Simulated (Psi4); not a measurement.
# SVWN5/cc-pVDZ run of C3H6F2 (1,3-difluoropropane)

What is the vertical singlet–triplet gap of C3H6F2 (1,3-difluoropropane) at SVWN5/cc-pVDZ? 

The calculation is run with Psi4 1.11.

1 further run of the same task is left out (set aside as unsound or not needed).

## Step 1: The system as given

The species is C3H6F2 (11 atoms), meant as a singlet with charge 0. As SMILES, `FCCCF`. The shape is that of a PBE0-D4/def2-TZVP optimisation. This is one conformer, not always the lowest.

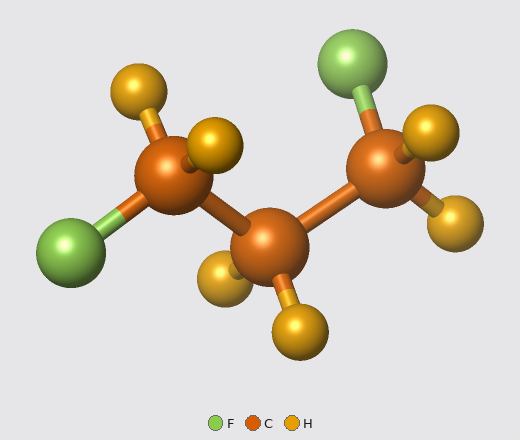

The structure, seen from a chosen angle (fluorine green, carbon orange, hydrogen amber).

## Step 2: A single-point energy at SVWN5/cc-pVDZ

File job.py:

```python
import psi4

psi4.set_memory('1600 MB')
psi4.set_num_threads(1)
psi4.core.set_output_file('psi4.out', False)

geom = psi4.geometry("""
0 1
F
C 1 1.383146
C 2 1.509437 1 109.75872
C 3 1.507237 2 112.39969 1 -178.91515
F 4 1.386267 3 110.30216 2 -63.01854
H 2 1.095592 1 107.72206 3 -121.11684
H 2 1.092722 6 108.87347 1 116.80696
H 3 1.09347 4 109.62604 5 59.14143
H 3 1.094927 8 107.43834 4 -117.54186
H 4 1.095414 5 107.32996 3 -121.77506
H 4 1.092972 10 108.76868 5 116.21199
units angstrom
symmetry c1
""")

psi4.set_options({
    'basis': 'cc-pVDZ',
    'puream': True,
    'e_convergence': 1e-09,
    'd_convergence': 1e-08,
    'scf_type': 'pk',
    'dft_radial_points': 99,
    'dft_spherical_points': 590,
})

result, w = psi4.energy("scf", dft_functional={"name": "SVWN5", "x_functionals": {"LDA_X": {}}, "c_functionals": {"LDA_C_VWN": {}}}, return_wfn=True)
psi4.oeprop(w, "DIPOLE", "MAYER_INDICES", "LOWDIN_CHARGES")
print(f'scf energy: {result:.10f} Eh')
for k, v in sorted(psi4.core.scalar_variables().items()):
    print(f'{k:45s} {v:18.10f}')
```

Run with:

```
$ python job.py
```

psi4.out:

```text
[...]
  Running in c1 symmetry.
[...]
  Nuclear repulsion =  184.503536013995927
[...]
  Multiplicity = 1
[...]
  Nalpha       = 21
  Nbeta        = 21
[...]
    Number of basis functions: 100
[...]
   @RKS iter   1:  -314.84594676799929   -4.71581e-03   8.34864e-03 ADIIS/DIIS
[...]
   @RKS iter  13:  -315.22185440660479   -5.68434e-14   2.93377e-09 DIIS
[...]
    Orbital Energies [Eh]
    ---------------------
    Doubly Occupied:
       1A    -24.078664     2A    -24.072125     3A     -9.854881
       4A     -9.846750     5A     -9.790787     6A     -1.081212
       7A     -1.075087     8A     -0.724599     9A     -0.618680
      10A     -0.547662    11A     -0.463457    12A     -0.457658
      13A     -0.438147    14A     -0.424206    15A     -0.399983
      16A     -0.373710    17A     -0.341780    18A     -0.301904
      19A     -0.285239    20A     -0.275874    21A     -0.269102
[...]
  @RKS Final Energy:  -315.22185440660479
   => Energetics <=
    Nuclear Repulsion Energy =            184.5035360139959266
    One-Electron Energy =                -802.7112476244132040
    Two-Electron Energy =                 340.0302307021980823
    DFT Exchange-Correlation Energy =     -37.0443734983855961
    Empirical Dispersion Energy =           0.0000000000000000
    VV10 Nonlocal Energy =                  0.0000000000000000
    Total Energy =                       -315.2218544066047912
[...]
 Multipole Moments:
 ------------------------------------------------------------------------------------
     Multipole            Electronic (a.u.)      Nuclear  (a.u.)        Total (a.u.)
 ------------------------------------------------------------------------------------
 L = 1.  Multiply by 2.5417464519 to convert [e a0] to [Debye]
 Dipole X            :          2.4083474           -2.8861499           -0.4778026
 Dipole Y            :          1.9600159           -2.2857174           -0.3257015
 Dipole Z            :         -1.2117818            1.5513773            0.3395956
 Magnitude           :                                                    0.6705982
[...]
```

The script printed:

```text
scf energy: -315.2218544066 Eh
CURRENT ENERGY                                   -315.2218544066
CURRENT REFERENCE ENERGY                         -315.2218544066
DD SOLVATION ENERGY                                 0.0000000000
DFT FUNCTIONAL TOTAL ENERGY                      -315.2218544066
DFT TOTAL ENERGY                                 -315.2218544066
DFT VV10 ENERGY                                     0.0000000000
DFT XC ENERGY                                     -37.0443734984
GRID ELECTRONS ALPHA                               21.0000002375
GRID ELECTRONS BETA                                21.0000002375
GRID ELECTRONS TOTAL                               42.0000004750
NUCLEAR REPULSION ENERGY                          184.5035360140
ONE-ELECTRON ENERGY                              -802.7112476244
PCM POLARIZATION ENERGY                             0.0000000000
PE ENERGY                                           0.0000000000
SCF ITERATION ENERGY                             -315.2218544066
SCF ITERATIONS                                     13.0000000000
SCF TOTAL ENERGY                                 -315.2218544066
TWO-ELECTRON ENERGY                               340.0302307022
XC GRID RADIAL POINTS                              99.0000000000
XC GRID SPHERICAL POINTS                          590.0000000000
XC GRID TOTAL POINTS                           603529.0000000000
```

Wall time 13 s (1 thread of Intel Xeon 6975P-C (Granite Rapids), shared host); peak memory 0.84 GiB.

## Step 3: The triplet: energy and gradient at USVWN5/cc-pVDZ

File c3h6f2.dat:

```
memory 1600 MB

molecule {
  0 3
  F     -1.964400     1.432700    -0.107100
  C     -0.715300     1.000700     0.300600
  C     -0.375000    -0.298800    -0.387800
  C      0.967500    -0.838200     0.034700
  F      1.975600     0.040200    -0.331200
  H     -0.744500     0.875300     1.388600
  H      0.008000     1.781800     0.054100
  H     -0.388200    -0.154300    -1.471600
  H     -1.138100    -1.046200    -0.147100
  H      1.026200    -0.968100     1.120800
  H      1.173400    -1.798000    -0.445900
  symmetry c1
  no_reorient
  no_com
}

set globals {
  basis cc-pVDZ
  reference uks
  puream true
  e_convergence 1e-09
  d_convergence 1e-08
  scf_type pk
  dft_radial_points 99
  dft_spherical_points 590
  maxiter 200
}

e_tot, wfn = gradient("scf", dft_functional={"name": "SVWN5", "x_functionals": {"LDA_X": {}}, "c_functionals": {"LDA_C_VWN": {}}}, return_wfn=True)
oeprop(wfn, "LOWDIN_CHARGES", "QUADRUPOLE", "DIPOLE")
```

Run with:

```
$ psi4 c3h6f2.dat c3h6f2.out -n 1
```

c3h6f2.out, cut to the lines that bear on the results:

```text
[...]
  Running in c1 symmetry.
[...]
  Nuclear repulsion =  184.503528916065221
[...]
  Multiplicity = 3
[...]
  Nalpha       = 22
  Nbeta        = 20
[...]
    Number of basis functions: 100
[...]
   @UKS iter   1:  -314.38203725014637    4.59193e-01   9.75997e-03 ADIIS/DIIS
[...]
   @UKS iter  22:  -314.92170952110456   -1.57456e-11   4.68749e-09 DIIS
[...]
   @S^2 Observed:                2.000833336E+00
[...]
  @UKS Final Energy:  -314.92170952110456
   => Energetics <=
    Nuclear Repulsion Energy =            184.5035289160652212
    One-Electron Energy =                -800.8873152769172066
    Two-Electron Energy =                 338.3627910711402365
    DFT Exchange-Correlation Energy =     -36.9007142313927972
    Empirical Dispersion Energy =           0.0000000000000000
    VV10 Nonlocal Energy =                  0.0000000000000000
    Total Energy =                       -314.9217095211045603
[...]
  -Total Gradient:
     Atom            X                  Y                   Z
    ------   -----------------  -----------------  -----------------
       1        0.044242854802    -0.009770583583     0.020701979376
       2       -0.028471768554    -0.001598665616    -0.033474830252
       3       -0.040406783196     0.014455251474     0.005741740057
       4        0.043755805266    -0.092601157555    -0.007961484278
       5       -0.002790976710     0.015437815163     0.000219808949
       6        0.000021780208     0.005265319715    -0.010654549089
       7       -0.015986806697    -0.006537047746     0.011656252725
       8       -0.000262131468    -0.006206345874     0.015420331107
       9        0.022274695397     0.024590718654    -0.008995508649
      10       -0.008039114937     0.007567226541    -0.025084135178
      11       -0.014327360214     0.049396526756     0.032432519540
[...]
```

It took 37 s on 1 thread of Intel Xeon 6975P-C (Granite Rapids), shared host; peak memory 0.85 GiB.

## Step 4: Summary of results

Level: SVWN5/cc-pVDZ.

| quantity | value |
| --- | --- |
| singlet: total energy | -315.22185 Eh |
| singlet: dipole moment | 1.70 D |
| singlet: HOMO energy | -7.32 eV |
| singlet: LUMO energy | 0.75 eV |
| singlet: HOMO–LUMO gap | 8.07 eV |
| triplet: total energy | -314.92171 Eh |
| triplet: dipole moment | 1.13 D |
| triplet: HOMO energy (highest over α and β) | -0.01 eV |
| triplet: ⟨S²⟩ | 2.001 |
| triplet: largest force on an atom | 5.282 eV/Å |
| vertical energy of the triplet above the singlet | 8.167 eV |

In words: At this shape the triplet lies 8.17 eV (788 kJ/mol) above the singlet.
